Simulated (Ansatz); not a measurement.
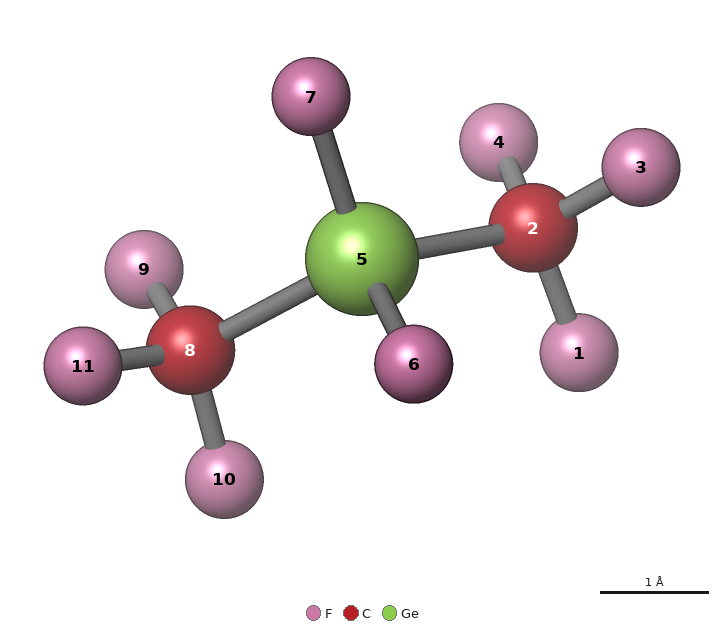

Orthographic view. Distant atoms are faded towards the background colour. The computed structure is the end point of a PBE0-D4/def2-TZVP optimisation.

Give the geometry as a Z-matrix, atoms in numerical order, with these reference atoms: 2 to 1; 3 to 2, 1; 4 to 2, 3, 1; 5 to 2, 3, 4; 6 to 5, 2, 3; 7 to 5, 6, 2; 8 to 5, 6, 7; 9 to 8, 5, 6; 10 to 8, 9, 5; 11 to 8, 10, 9.

```
F  
C    1   1.335
F    2   1.330   1   108.3
F    2   1.335   3   108.3   1  -116.9
Ge   2   2.009   3   111.3   4  -121.6
F    5   1.712   2   108.4   3   -57.8
F    5   1.712   6   107.1   2  -116.8
C    5   2.009   6   108.4   7  -116.8
F    8   1.335   5   110.4   6   178.4
F    8   1.335   9   108.0   5  -120.9
F    8   1.330  10   108.3   9   117.0
```
